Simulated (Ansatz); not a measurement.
**A computed series for NbAgO3: pressure series**

The parent structure is NbAgO3 in the cubic perovskite structure (space group Pm-3m, No. 221; a = 3.950 Å; a cell from a computed database, its experimental status unchecked).

Cell and atoms are relaxed at each pressure.

Method: PBEsol, PAW, 420 eV (Ansatz, a program for electronic structure; no spin-orbit coupling).

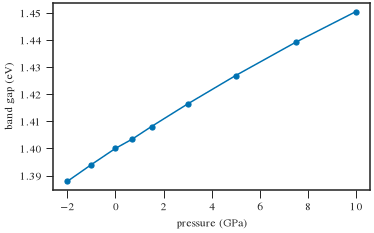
Fig. 1. Band gap against pressure

Problem. From the plot, what is the band gap for pressure −1 GPa?

Solution. About 1.39 eV.

Problem. Is the trend monotonic over the range shown?

Solution. Yes, it rises throughout, spanning 1.39 eV to 1.45 eV.

Load acts through the strain it causes; cell and atoms are relaxed under it. No phonon test of stability was made. Competing high-pressure phases were not computed. Many cubic perovskites are stable only at high temperature; tilts and polar distortions were not tested.
